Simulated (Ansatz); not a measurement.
**C₂H₉AlAs (charge +1): density, localisation and related maps**

Input

```
crystal:
  periodic: [false, false, false]
  atoms:
    - {symbol: C, position_ang: [-3.053583, -0.580159, -3.107710]}
    - {symbol: C, position_ang: [1.310634, 1.460864, -0.511669]}
    - {symbol: Al, position_ang: [-1.748495, 0.807625, -2.818956]}
    - {symbol: As, position_ang: [0.039111, 0.110633, -1.108219]}
    - {symbol: H, position_ang: [-3.593938, -0.818781, -2.175101]}
    - {symbol: H, position_ang: [-2.577965, -1.513712, -3.454869]}
    - {symbol: H, position_ang: [-3.795677, -0.273588, -3.862430]}
    - {symbol: H, position_ang: [-1.397444, 2.259401, -3.289441]}
    - {symbol: H, position_ang: [0.885712, -1.040702, -1.591438]}
    - {symbol: H, position_ang: [-0.535017, -0.483285, 0.153502]}
    - {symbol: H, position_ang: [1.846633, 1.846180, -1.389509]}
    - {symbol: H, position_ang: [0.754622, 2.275826, -0.028954]}
    - {symbol: H, position_ang: [2.015956, 1.008977, 0.197856]}
basis:
  gaussian:
    orbitals: def2-TZVPD
hamiltonian:
  xc: pbe0
total_charge: 1
output:
  forces: true
  orbitals: {seedname: orbitals}
```

Run with:

```sh
ansatz run input.yaml --threads 2 --pin off --max-ram 4350MiB --events-out events.jsonl --progress --plain --runs-dir runs
```

Geometry: B3LYP-D3(BJ)/def2-SVP.

Computed with isolated molecule in a Gaussian basis; Kohn-Sham density functional theory, functional PBE0 (Ansatz).

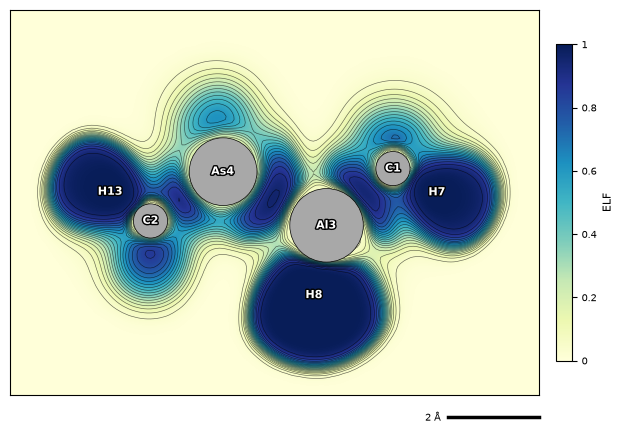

Figure 1. Electron localisation function on the plane of atoms Al3, C1 and H7. Grey discs cover the atomic cores.

Q: What do the fields say about this system?

A: The section cuts through C, Al, As and H sites.
C–Al (1.93 Å): the ELF peaks at about 0.95 between the atoms: a shared but strongly polarised pair.
C–As (1.95 Å): the ELF peaks at about 0.90 between the atoms: localised, covalent bonding.
Al–As (2.57 Å): the ELF peaks at about 0.95 between the atoms (localised, covalent bonding).
C–H (1.10 Å): the ELF climbs to about 1 towards the hydrogen, as it does in any bond to H; a covalent bond by its length.
Al–H (1.57 Å): the ELF climbs to about 1 towards the hydrogen.

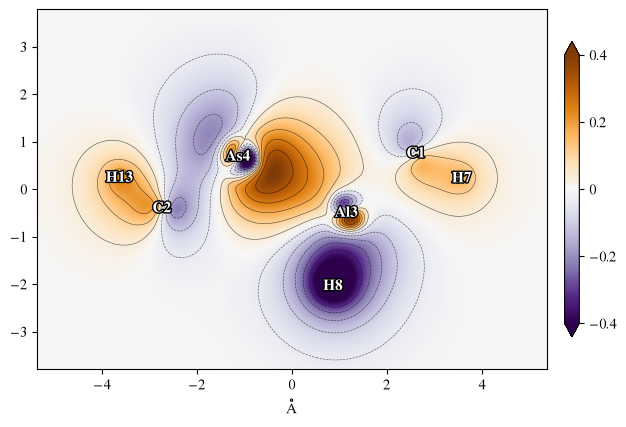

Figure 2. The HOMO−1 on the plane of atoms Al3, C1 and H7 (values in Å⁻³ᐟ²; the overall sign is arbitrary).

Q: Where does this orbital lie, and at what energy?

A: It lies mainly on As4 (about 30 %), H8 (about 25 %) and Al3 (about 25 %). Its energy is −13.27 eV.

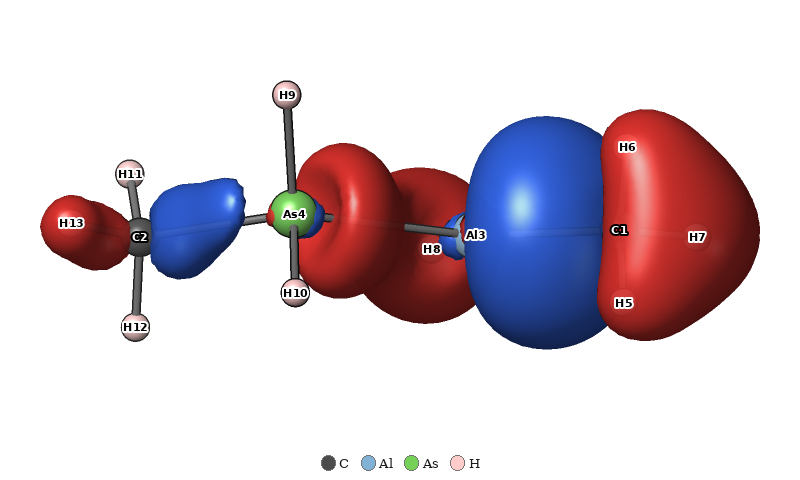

Figure 3. The HOMO at ±0.1 Å⁻³ᐟ² (red and blue are the two phases), seen from one side.

Q: Describe this orbital and give its energy.

A: It lies mainly on C1 (about 45 %), Al3 (about 25 %), As4 (about 10 %) and H8 (about 10 %). Its energy is −12.90 eV.
